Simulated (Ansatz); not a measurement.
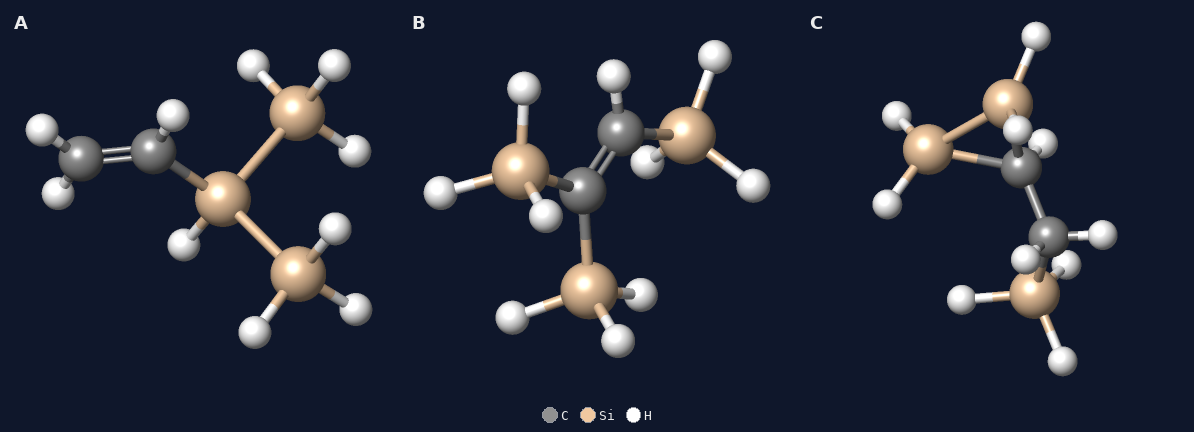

The picture comes from a calculation with Ansatz.

Which panel belongs to which SMILES?
(1) C=C[SiH]([SiH3])[SiH3]
(2) [SiH3]CC1[SiH2][SiH2]1
(3) [SiH3]C=C([SiH3])[SiH3]

Answer. A is (1), B is (3), C is (2).
